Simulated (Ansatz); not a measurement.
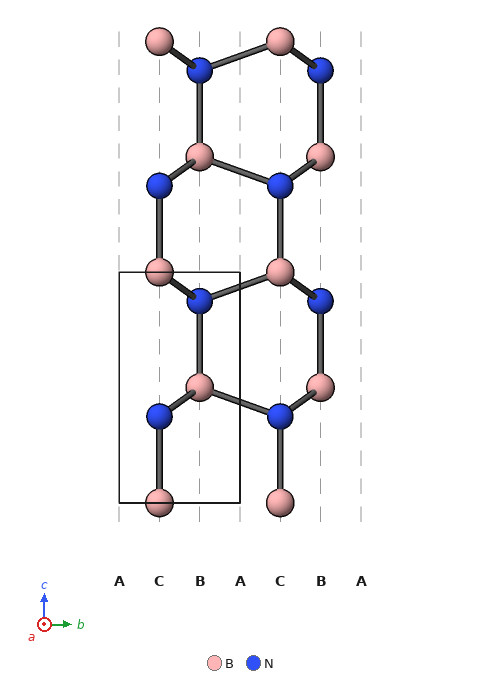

Projection along an edge of the hexagonal mesh, stacking direction c upwards. The dashed lines mark the three columns A (0, 0), B (1/3, 2/3) and C (2/3, 1/3). The sequence starts with the first layer at or above the cell's origin.

BN. Coordinates: a calculation's input that goes back to an entry of the Crystallography Open Database (an earlier step may have relaxed or displaced it).

Question: Give the sequence of layers in one repeat, with element and column.

Answer: B(C) – N(C) – B(B) – N(B) (four layers in 4.21 Å).

Question: How are the N layers alone stacked?

Answer: N layers alone: CB, the hexagonal close-packed type.

Question: Which positions between or in the N layers do the other atoms fill?

Answer: B: two tetrahedral sites in each hexagonal cell.

Question: What short polytype symbol fits?

Answer: Polytype symbol 2H, the symbol of a tetrahedral polytype (number of double layers in the repeat and lattice).

Heights of the layers:

```json
{"layer": "1", "atoms (column)": "B(C)", "height (Å)": "0.00", "to next (Å)": "1.58"}
{"layer": "2", "atoms (column)": "N(C)", "height (Å)": "1.58", "to next (Å)": "0.53"}
{"layer": "3", "atoms (column)": "B(B)", "height (Å)": "2.10", "to next (Å)": "1.58"}
{"layer": "4", "atoms (column)": "N(B)", "height (Å)": "3.68", "to next (Å)": "0.53"}
```
